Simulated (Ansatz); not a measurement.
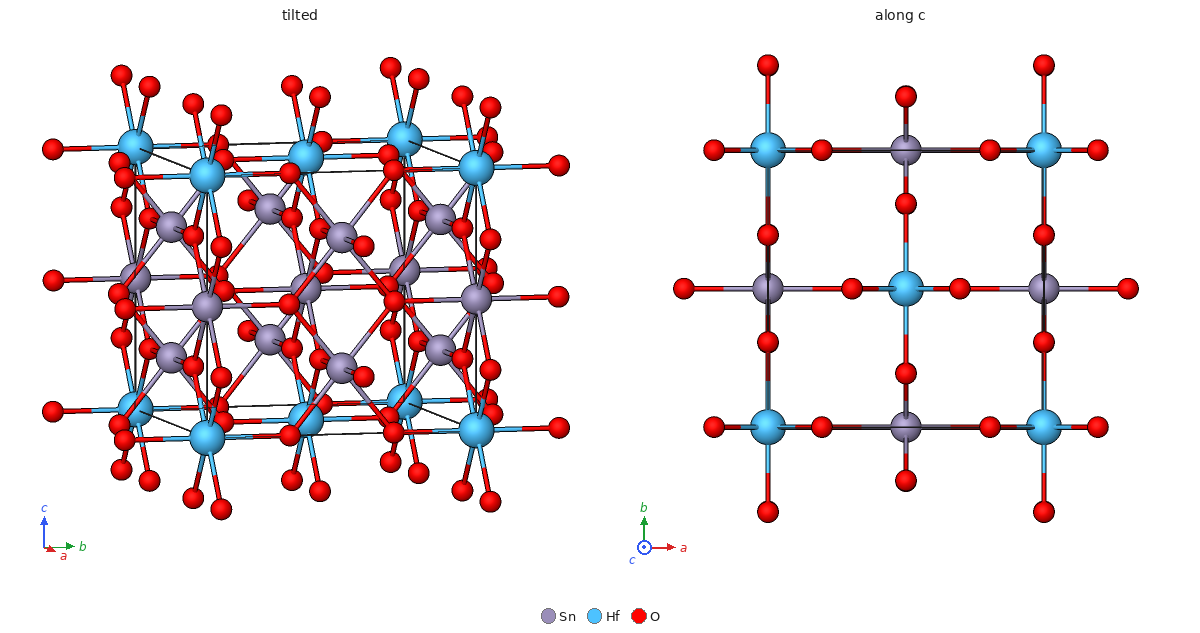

This ball-and-stick model is shown slightly off an axis and along the c axis. The wireframe shows the conventional unit cell. Some neighbours outside the box are added.

HfSn₃O₈, space group Cmmm (No. 65), a = 6.752 Å, b = 6.775 Å, c = 6.416 Å, α = 90.00°, β = 90.00°, γ = 90.00°. It derives from a structure type filled with these elements by a generator (whether the compound takes this form wasn't checked). Earlier steps of the study may have refined or changed the cell and positions. It was the input of a calculation with Ansatz.

This one geometry was computed with Ansatz (DFT, plane waves, PAW) at five levels of theory: r2SCAN, PBE with spin-orbit coupling, PBE, HSE06 and PBE0. It was relaxed beforehand with r2SCAN.

> Which level gives the highest pressure at this volume, and what does that say about its equilibrium volume?

Highest: PBE with spin-orbit coupling (6.9 GPa) and PBE (7.0 GPa), which points to the largest equilibrium volume. Lowest, with the smallest volume: HSE06 (-1.0 GPa) and PBE0 (-1.1 GPa). Levels within 0.5 GPa of each other can't be told apart.

> How does the band gap change with the level of theory?

PBE: a gap of 2.01 eV, direct; PBE with spin-orbit coupling: a gap of 2.01 eV, direct; r2SCAN: a gap of 2.66 eV, direct; HSE06: a gap of 3.72 eV, direct; PBE0: a gap of 4.45 eV, direct.

> Collect the results in a table.

| level | cutoff (eV) | k-mesh of the run's cell | gap (eV) | pressure (GPa) |
| --- | --- | --- | --- | --- |
| r2SCAN | 500 | 6×6×4 | 2.66 | 0.0 |
| PBE with spin-orbit coupling | 420 | 6×6×4 | 2.01 | 6.9 |
| PBE | 420 | 6×6×4 | 2.01 | 7.0 |
| HSE06 | 420 | 4×4×2 | 3.72 | -1.0 |
| PBE0 | 420 | 4×4×2 | 4.45 | -1.1 |

Gaps are taken on the k-mesh or band path of each run.
